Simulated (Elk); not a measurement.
Band structure of In (I4/mmm, 1 atom in the cell).

```
CELL_PARAMETERS angstrom
     -1.60529     1.60529     2.45551
      1.60529    -1.60529     2.45551
      1.60529     1.60529    -2.45551
ATOMIC_POSITIONS crystal
  In 0.00000 0.00000 0.00000
```

Method of the run: PBE, all-electron FP-LAPW, Elk's shipped species files, APW+lo basis with extra local orbitals (Elk).

Settings: xctype = 20; rgkmax = 7.5; stype = 3; swidth = 0.00367493 Ha; ngridk = 19 19 19; gmaxvr = 14 1/bohr; nxlo = 2; lorbcnd = true; lmaxi = 2.

The starting cell comes from a database of computed structures (which also holds hypothetical and non-ambient phases and stackings), without a prior relaxation at this level. Its lattice was rescaled by a random factor within 2.5 % of one. Values depend on the basis (sphere radii, cutoffs, local orbitals), which need not be converged.

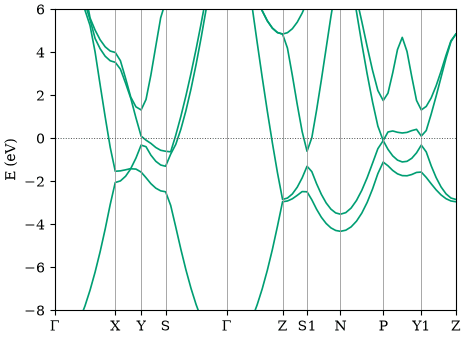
*Bands along the path, energies from the Fermi level.*

Levels in eV from the Fermi level, bands 7 to 13:
```
point       7       8      9     10     11     12     13
-----  ------  ------  -----  -----  -----  -----  -----
Γ      -14.50  -14.37  -9.79  10.82  10.82  11.02  11.65
X      -14.26  -14.16  -2.06  -1.54   3.53   3.99   7.20
Y      -14.38  -14.26  -1.58  -0.32   0.10   1.31  13.20
S      -14.38  -14.28  -2.49  -1.31  -0.61   6.34   9.19
Z      -14.22  -14.22  -2.96  -2.85   4.84   4.84   8.37
S1     -14.38  -14.28  -2.49  -1.31  -0.61   6.34   9.19
N      -14.29  -14.25  -4.33  -3.53   7.63   9.44  11.23
P      -14.38  -14.17  -1.11  -0.11  -0.11   1.75  12.68
Y1     -14.38  -14.26  -1.58  -0.32   0.10   1.31  13.20
```

Bands cross the Fermi level along this path, so the cell is metallic at this level.
